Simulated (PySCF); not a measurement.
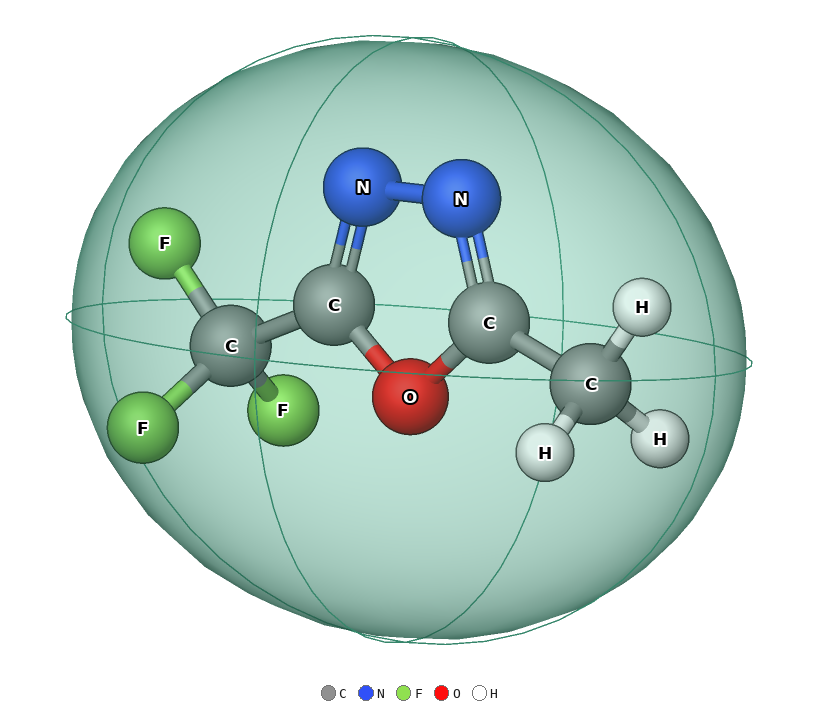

The ellipsoid shows the static dipole polarisability: its half-axes are proportional to the principal values. The computed structure is the end point of a GFN2-xTB optimisation. No frequency run is at hand to confirm it as a minimum. Level of theory: CAM-B3LYP/def2-SVPD (PySCF 2.14.0).

Question: How large and how anisotropic is the polarisability?

Answer: Principal values 47.4, 61.9, 83.2 bohr³; mean 64.2 bohr³ (9.51 Å³); anisotropy 31.3 bohr³, so the longest axis is 1.76 times the shortest.
